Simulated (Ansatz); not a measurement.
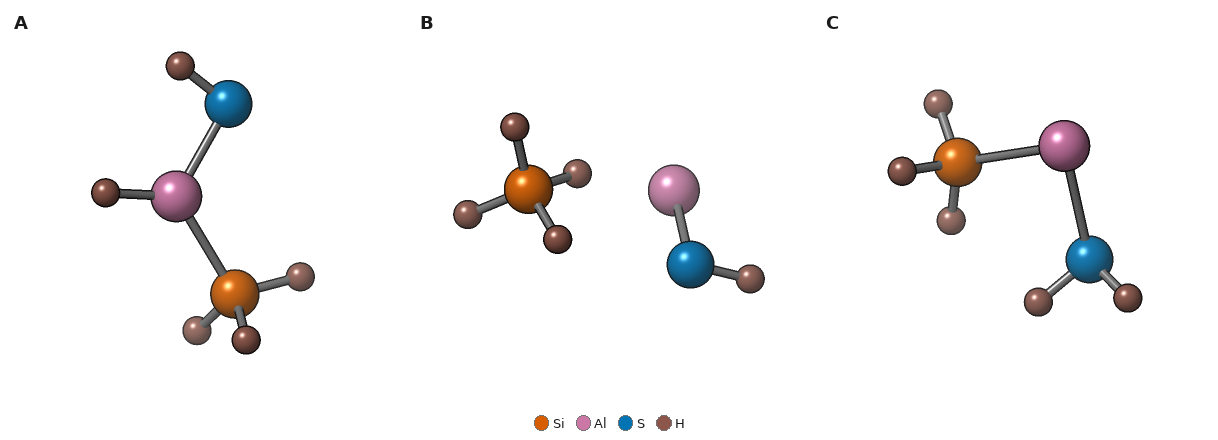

3 stationary structures of one formula. Geometries: PBE-D4/def2-SVP. Electronic energies: PBE-D4/def2-SVP (Ansatz 0.2.0), without zero-point energy. No frequency run is at hand to confirm each as a minimum. Each is one conformer, not always the lowest.

Question: Which structure is the most stable?

Answer: A is lowest (Cs); B lies 19.8 kcal/mol above it, C lies 44.1 kcal/mol above it (C1).
